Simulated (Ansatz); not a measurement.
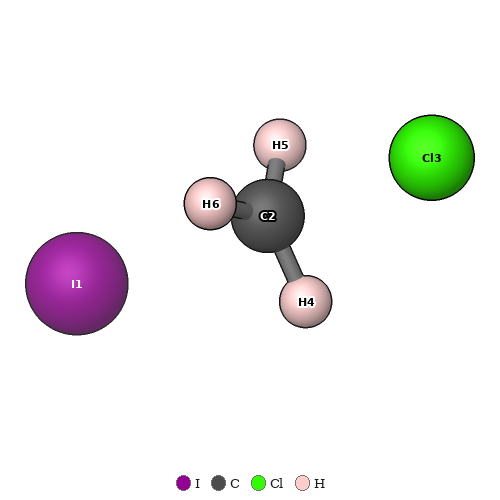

The system is the reacting system CH3ClI (fragments CH₃I + Cl where the first distance is long, I + CH₃Cl where the second is long), charge −1; the picture shows the reference structure. Coordinates scanned: (1) distance C2–Cl3 (bond that forms); (2) distance I1–C2 (bond that breaks). Relaxed at each point: all other coordinates. The grid has 10 × 10 points. Points are written as (first, second). All energies are given in eV relative to the lowest grid point. The reference is spin-restricted, so regions where a bond is pulled apart into radicals lie too high. The calculation used Ansatz, RHF/def2-SVPD.

Its coordinates:

```json
{"atom": "I", "x (Å)": "-2.4341", "y (Å)": "-0.0810", "z (Å)": "0.8936"}
{"atom": "C", "x (Å)": "0.0744", "y (Å)": "0.0025", "z (Å)": "-0.0273"}
{"atom": "Cl", "x (Å)": "2.2308", "y (Å)": "0.0742", "z (Å)": "-0.8189"}
{"atom": "H", "x (Å)": "0.0905", "y (Å)": "-1.0653", "z (Å)": "0.0169"}
{"atom": "H", "x (Å)": "-0.2980", "y (Å)": "0.4941", "z (Å)": "-0.9002"}
{"atom": "H", "x (Å)": "0.3366", "y (Å)": "0.5755", "z (Å)": "0.8359"}
```

Range: distance C2–Cl3 (bond that forms) from 1.602 to 2.802 Å; distance I1–C2 (bond that breaks) from 1.935 to 3.435 Å.

Predict the map.

The lowest grid point is at (1.785 Å, 3.435 Å). It lies in a valley that leaves the map towards separated partners. The energy also falls towards the edge at (2.802 Å, 2.315 Å) (0.71 eV above the lowest), where a further well may lie outside the range. The highest grid point, (1.602 Å, 1.935 Å), lies 9.80 eV above the lowest. On the interpolated surface the lowest path from the side where the first distance is long, about (2.80 Å, 2.27 Å), to the side where the second distance is long, about (1.84 Å, 3.43 Å), has its top at (2.478 Å, 2.654 Å), about 0.19 eV above the start and 0.9 eV above the end.

| second ↓, first → | 1.602 | 1.679 | 1.785 | 1.906 | 2.037 | 2.178 | 2.325 | 2.478 | 2.638 | 2.802 |
| --- | --- | --- | --- | --- | --- | --- | --- | --- | --- | --- |
| 3.435 | 0.62 | 0.22 | 0.00 | 0.02 | 0.20 | 0.46 | 0.74 | 1.02 | 1.29 | 1.53 |
| 3.230 | 0.77 | 0.36 | 0.12 | 0.11 | 0.26 | 0.48 | 0.72 | 0.95 | 1.18 | 1.38 |
| 3.031 | 1.03 | 0.60 | 0.33 | 0.28 | 0.38 | 0.55 | 0.73 | 0.90 | 1.07 | 1.23 |
| 2.839 | 1.47 | 1.01 | 0.69 | 0.58 | 0.61 | 0.69 | 0.79 | 0.88 | 0.98 | 1.07 |
| 2.654 | 2.15 | 1.64 | 1.25 | 1.05 | 0.97 | 0.93 | 0.90 | 0.89 | 0.89 | 0.92 |
| 2.479 | 3.15 | 2.57 | 2.07 | 1.73 | 1.49 | 1.27 | 1.08 | 0.93 | 0.83 | 0.79 |
| 2.315 | 4.52 | 3.83 | 3.17 | 2.63 | 2.15 | 1.71 | 1.32 | 1.03 | 0.82 | 0.71 |
| 2.164 | 6.24 | 5.41 | 4.52 | 3.71 | 2.94 | 2.24 | 1.67 | 1.23 | 0.93 | 0.75 |
| 2.031 | 8.17 | 7.16 | 6.01 | 4.89 | 3.84 | 2.91 | 2.16 | 1.61 | 1.24 | 1.01 |
| 1.935 | 9.80 | 8.66 | 7.30 | 5.95 | 4.69 | 3.59 | 2.73 | 2.11 | 1.69 | 1.42 |

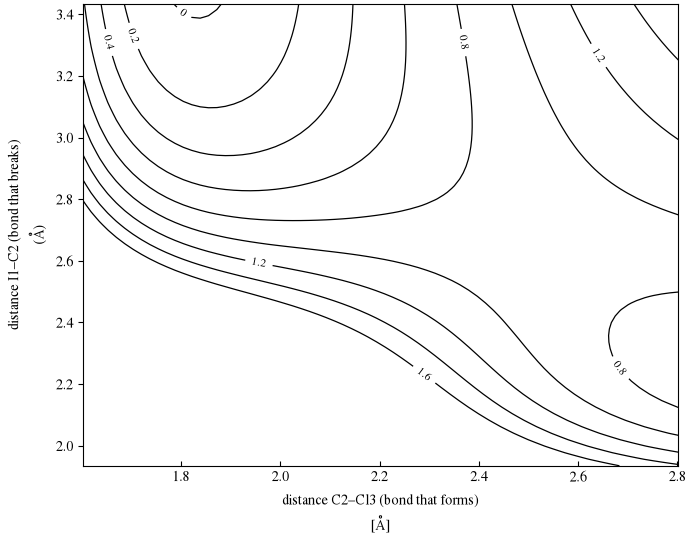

Drawn: contour lines labelled in eV (none above 1.6). Between grid points the surface is interpolated.

Each point was launched as `ansatz run input.yaml --threads 1 --pin off --max-ram 2560MiB --backend cpu --events-out ev --progress --plain --runs-dir out`. The whole map (100 points run) took 15 min on 1 thread of Arm Neoverse V2, with other jobs on the host.
